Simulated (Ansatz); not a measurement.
# BSiNH (doublet): wB97M-V, B2PLYP, RPA-PBE over vertical spin and charge gaps and displaced geometries, cc-pVDZ, part 2 of 2

Ansatz 0.2.0, Gaussian basis; cc-pVDZ, all electrons in the functionals, frozen cores in the correlation of double hybrids and RPA. Earlier steps stand in the parts before.

### Step 13. B2PLYP, displaced geometry v2

in.yaml reads:

```yaml
crystal:
  periodic: [false, false, false]
  atoms:
    - {symbol: B, position_ang: [0.088909, -0.885876, 0.904895]}
    - {symbol: N, position_ang: [-0.075965, 0.496634, 0.882334]}
    - {symbol: Si, position_ang: [0.000655, 0.049597, -0.842136]}
    - {symbol: H, position_ang: [0.083764, 1.218358, 1.498523]}
basis:
  gaussian: {orbitals: cc-pVDZ}
magnetization: {spin_polarized: true, initial_magnetization: 1}
hamiltonian: {xc: {name: B2PLYP}}
correlation: {electrons: outside_noble_gas}
```

Run with:

```
> ansatz run in.yaml --threads 1 --pin off --events-out ev --progress --plain --max-ram 2393MiB
```

The program printed, cut to the lines that bear on the results:

```text
Functional definition: B2PLYP
  name "B2PLYP"
  cite "Grimme, J. Chem. Phys. 124, 034108 (2006) doi:10.1063/1.2148954"
  cite "Becke, Phys. Rev. A 38, 3098 (1988) doi:10.1103/PhysRevA.38.3098"
  cite "Lee, Yang & Parr, Phys. Rev. B 37, 785 (1988) doi:10.1103/PhysRevB.37.785"
[...]
498 factors; integrals over basis functions are off by at most 7.5e-4 eV
[...]
mean field -10048.87572550 eV, -369.2893715396 hartree, gradient 8.3e-6 eV, S^2 0.765022; 2 other end points of the search recorded, 0 dependent functions left out
7 core orbitals not correlated: weight in the atoms' cores, before any rotation towards them, 1.000 or more for the frozen orbitals, at most 0.000 for the correlated occupied ones
reference -10048.87584456 eV, -369.2893759149 hartree; 7, 6 occupied and 37, 38 virtual orbitals, 498 factors
second order -10.36619121 eV of doubles, -0.00000000 eV of singles
Total energy: -10051.67471619 eV, -369.3922325500 hartree
```

It took 6 s on 1 thread of AMD EPYC, shared host.

From the report: ⟨S²⟩ of the determinant 0.765 (pure doublet: 0.75).

From charge 0, doublet: +12.5 kJ/mol.

### Step 14. RPA-PBE, charge 0, doublet

in.yaml reads:

```yaml
crystal:
  periodic: [false, false, false]
  atoms:
    - {symbol: B, position_ang: [0.000000, -0.897712, 0.910090]}
    - {symbol: N, position_ang: [0.000000, 0.476424, 0.875935]}
    - {symbol: Si, position_ang: [0.000000, 0.061811, -0.840355]}
    - {symbol: H, position_ang: [0.000000, 1.285841, 1.482090]}
basis:
  gaussian: {orbitals: cc-pVDZ}
magnetization: {spin_polarized: true, initial_magnetization: 1}
hamiltonian: {xc: {name: PBE}}
correlation: {method: rpa, electrons: outside_noble_gas}
```

Same command.

The program printed, cut to the lines that bear on the results:

```text
Functional definition: PBE
  name "PBE"
  cite "Perdew, Burke & Ernzerhof, Phys. Rev. Lett. 77, 3865 (1996) doi:10.1103/PhysRevLett.77.3865"
  parent pbe
[...]
498 factors; integrals over basis functions are off by at most 9.7e-4 eV
[...]
mean field -10050.64011562 eV, -369.3542116805 hartree, gradient 1.3e-6 eV, S^2 0.755641; 3 other end points of the search recorded, 0 dependent functions left out
7 core orbitals not correlated: weight in the atoms' cores, before any rotation towards them, 1.000 or more for the frozen orbitals, at most 0.000 for the correlated occupied ones
reference -10028.66722590 eV, -368.5467228771 hartree; 7, 6 occupied and 37, 38 virtual orbitals, 498 factors
Total energy: -10042.45094265 eV, -369.0532651247 hartree
```

Run time: 7 s. Hardware: 1 thread of AMD EPYC, shared host.

From the report: ⟨S²⟩ of the determinant 0.756 (pure doublet: 0.75).

### Step 15. RPA-PBE, charge 0, quartet

in.yaml: that of step 14 with these lines changed.

```diff
@@ -9,3 +9,3 @@
   gaussian: {orbitals: cc-pVDZ}
-magnetization: {spin_polarized: true, initial_magnetization: 1}
+magnetization: {spin_polarized: true, initial_magnetization: 3}
 hamiltonian: {xc: {name: PBE}}
```

Launched as before.

The program printed, cut to the lines that bear on the results:

```text
Functional definition: PBE
  name "PBE"
  cite "Perdew, Burke & Ernzerhof, Phys. Rev. Lett. 77, 3865 (1996) doi:10.1103/PhysRevLett.77.3865"
  parent pbe
[...]
498 factors; integrals over basis functions are off by at most 9.7e-4 eV
[...]
mean field -10048.51329871 eV, -369.2760526006 hartree, gradient 4.0e-6 eV, S^2 3.754830; 1 other end points of the search recorded, 0 dependent functions left out
7 core orbitals not correlated: weight in the atoms' cores, before any rotation towards them, 1.000 or more for the frozen orbitals, at most 0.000 for the correlated occupied ones
reference -10026.81282099 eV, -368.4785747534 hartree; 8, 5 occupied and 36, 39 virtual orbitals, 498 factors
Total energy: -10040.14076808 eV, -368.9683677751 hartree
```

Run time: 3.5 s. Hardware: 1 thread of AMD EPYC, shared host.

From the report: ⟨S²⟩ of the determinant 3.755 (pure quartet: 3.75).

From charge 0, doublet: +222.9 kJ/mol.

### Step 16. RPA-PBE, charge 1, singlet

in.yaml: that of step 15 with these lines changed.

```diff
@@ -9,3 +9,4 @@
   gaussian: {orbitals: cc-pVDZ}
-magnetization: {spin_polarized: true, initial_magnetization: 3}
+total_charge: 1
+magnetization: {spin_polarized: true, initial_magnetization: 0}
 hamiltonian: {xc: {name: PBE}}
```

The command is unchanged.

The program printed, cut to the lines that bear on the results:

```text
Functional definition: PBE
  name "PBE"
  cite "Perdew, Burke & Ernzerhof, Phys. Rev. Lett. 77, 3865 (1996) doi:10.1103/PhysRevLett.77.3865"
  parent pbe
[...]
498 factors; integrals over basis functions are off by at most 9.7e-4 eV
[...]
mean field -10042.77713708 eV, -369.0652525490 hartree, gradient 2.2e-6 eV, S^2 0.186501; 4 other end points of the search recorded, 0 dependent functions left out
7 core orbitals not correlated: weight in the atoms' cores, before any rotation towards them, 1.000 or more for the frozen orbitals, at most 0.000 for the correlated occupied ones
reference -10021.38406350 eV, -368.2790715954 hartree; 6, 6 occupied and 38, 38 virtual orbitals, 498 factors
Total energy: -10034.79544578 eV, -368.7719308037 hartree
```

Wall time 9.1 s (1 thread of AMD EPYC, shared host).

From the report: ⟨S²⟩ of the determinant 0.187 (pure singlet: 0.00).

From charge 0, doublet: +738.6 kJ/mol.

### Step 17. RPA-PBE, charge 1, triplet

in.yaml: that of step 16 with these lines changed.

```diff
@@ -10,3 +10,3 @@
 total_charge: 1
-magnetization: {spin_polarized: true, initial_magnetization: 0}
+magnetization: {spin_polarized: true, initial_magnetization: 2}
 hamiltonian: {xc: {name: PBE}}
```

Launched as before.

The program printed, cut to the lines that bear on the results:

```text
Functional definition: PBE
  name "PBE"
  cite "Perdew, Burke & Ernzerhof, Phys. Rev. Lett. 77, 3865 (1996) doi:10.1103/PhysRevLett.77.3865"
  parent pbe
[...]
498 factors; integrals over basis functions are off by at most 9.7e-4 eV
[...]
mean field -10042.04391862 eV, -369.0383072673 hartree, gradient 4.8e-6 eV, S^2 2.010243; 0 other end points of the search recorded, 0 dependent functions left out
7 core orbitals not correlated: weight in the atoms' cores, before any rotation towards them, 1.000 or more for the frozen orbitals, at most 0.000 for the correlated occupied ones
reference -10021.06971113 eV, -368.2675193590 hartree; 7, 5 occupied and 37, 39 virtual orbitals, 498 factors
Total energy: -10033.79150574 eV, -368.7350366878 hartree
```

It took 3.4 s on 1 thread of AMD EPYC, shared host.

From the report: ⟨S²⟩ of the determinant 2.010 (pure triplet: 2.00).

From charge 0, doublet: +835.5 kJ/mol.

### Step 18. RPA-PBE, displaced geometry v1

in.yaml reads:

```yaml
crystal:
  periodic: [false, false, false]
  atoms:
    - {symbol: B, position_ang: [-0.023296, -0.915639, 0.941446]}
    - {symbol: N, position_ang: [-0.024130, 0.442354, 0.896138]}
    - {symbol: Si, position_ang: [0.023834, 0.087051, -0.862766]}
    - {symbol: H, position_ang: [-0.078942, 1.248267, 1.489482]}
basis:
  gaussian: {orbitals: cc-pVDZ}
magnetization: {spin_polarized: true, initial_magnetization: 1}
hamiltonian: {xc: {name: PBE}}
correlation: {method: rpa, electrons: outside_noble_gas}
```

Same command.

The program printed, cut to the lines that bear on the results:

```text
Functional definition: PBE
  name "PBE"
  cite "Perdew, Burke & Ernzerhof, Phys. Rev. Lett. 77, 3865 (1996) doi:10.1103/PhysRevLett.77.3865"
  parent pbe
[...]
498 factors; integrals over basis functions are off by at most 8.6e-4 eV
[...]
mean field -10050.63899283 eV, -369.3541704186 hartree, gradient 9.5e-6 eV, S^2 0.757287; 3 other end points of the search recorded, 0 dependent functions left out
7 core orbitals not correlated: weight in the atoms' cores, before any rotation towards them, 1.000 or more for the frozen orbitals, at most 0.000 for the correlated occupied ones
reference -10028.63603911 eV, -368.5455767837 hartree; 7, 6 occupied and 37, 38 virtual orbitals, 498 factors
Total energy: -10042.46742251 eV, -369.0538707482 hartree
```

It took 5.5 s on 1 thread of AMD EPYC, shared host.

From the report: ⟨S²⟩ of the determinant 0.757 (pure doublet: 0.75).

From charge 0, doublet: -1.6 kJ/mol.

### Step 19. RPA-PBE, displaced geometry v2

in.yaml reads:

```yaml
crystal:
  periodic: [false, false, false]
  atoms:
    - {symbol: B, position_ang: [0.088909, -0.885876, 0.904895]}
    - {symbol: N, position_ang: [-0.075965, 0.496634, 0.882334]}
    - {symbol: Si, position_ang: [0.000655, 0.049597, -0.842136]}
    - {symbol: H, position_ang: [0.083764, 1.218358, 1.498523]}
basis:
  gaussian: {orbitals: cc-pVDZ}
magnetization: {spin_polarized: true, initial_magnetization: 1}
hamiltonian: {xc: {name: PBE}}
correlation: {method: rpa, electrons: outside_noble_gas}
```

The command is unchanged.

The program printed, cut to the lines that bear on the results:

```text
Functional definition: PBE
  name "PBE"
  cite "Perdew, Burke & Ernzerhof, Phys. Rev. Lett. 77, 3865 (1996) doi:10.1103/PhysRevLett.77.3865"
  parent pbe
[...]
498 factors; integrals over basis functions are off by at most 7.5e-4 eV
[...]
mean field -10050.50017550 eV, -369.3490689759 hartree, gradient 5.3e-6 eV, S^2 0.755684; 3 other end points of the search recorded, 0 dependent functions left out
7 core orbitals not correlated: weight in the atoms' cores, before any rotation towards them, 1.000 or more for the frozen orbitals, at most 0.000 for the correlated occupied ones
reference -10028.55662527 eV, -368.5426583788 hartree; 7, 6 occupied and 37, 38 virtual orbitals, 498 factors
Total energy: -10042.32339880 eV, -369.0485779747 hartree
```

It took 5 s on 1 thread of AMD EPYC, shared host.

From the report: ⟨S²⟩ of the determinant 0.756 (pure doublet: 0.75).

From charge 0, doublet: +12.3 kJ/mol.

### Step 20. The comparison

The yardstick is UCCSDT(Q), where the cluster series has nearly closed. It comes from earlier runs at the same points. Energies in kJ/mol, counted from charge 0, doublet; blanks weren't run or aren't comparable.

```tsv
level	doublet to quartet	ionisation to the singlet cation	ionisation to the triplet cation	displacement v1	displacement v2
UCCSDT(Q)	212.7	720.6	814.1	-0.9	12.1
wB97M-V	241.3	730.0	836.5	0.8	12.7
B2PLYP	219.6	746.7	823.9	0.5	12.5
RPA-PBE	222.9	738.6	835.5	-1.6	12.3
```

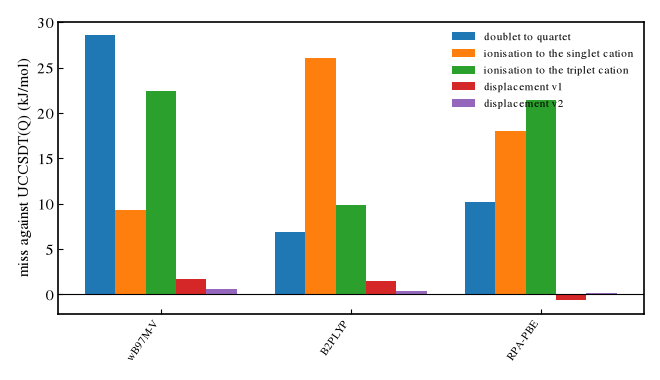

Misses of the gaps against UCCSDT(Q).

Largest miss and mean time a point (UCCSDT(Q) took 3.2 min a point; shared hosts):

```tsv
level	largest miss (kJ/mol)	where	time a point
wB97M-V	+28.6	doublet to quartet	12 s
B2PLYP	+26.1	ionisation to the singlet cation	6.5 s
RPA-PBE	+21.4	ionisation to the triplet cation	5.6 s
```

### Step 21. Results

What follows sums up all 2 parts.

```
                                   quantity                                            value
              doublet to quartet, UCCSDT(Q)                                     212.7 kJ/mol
ionisation to the singlet cation, UCCSDT(Q)                                     720.6 kJ/mol
ionisation to the triplet cation, UCCSDT(Q)                                     814.1 kJ/mol
                 displacement v1, UCCSDT(Q)                                      -0.9 kJ/mol
                 displacement v2, UCCSDT(Q)                                      12.1 kJ/mol
                      largest miss, wB97M-V                +28.6 kJ/mol (doublet to quartet)
                       largest miss, B2PLYP  +26.1 kJ/mol (ionisation to the singlet cation)
                      largest miss, RPA-PBE  +21.4 kJ/mol (ionisation to the triplet cation)
```

**Reading.** Of the functionals, RPA-PBE keep the smallest largest miss at the points compared (at most 21.4 kJ/mol) and wB97M-V strays most (28.6 kJ/mol, at doublet to quartet). B2PLYP clearly breaks the spin symmetry at some points (⟨S²⟩ up to 0.40 above the pure value), so energy there is bought with a mixed spin. Functionals and the yardstick converge differently with the basis, so part of each miss in cc-pVDZ is the basis.
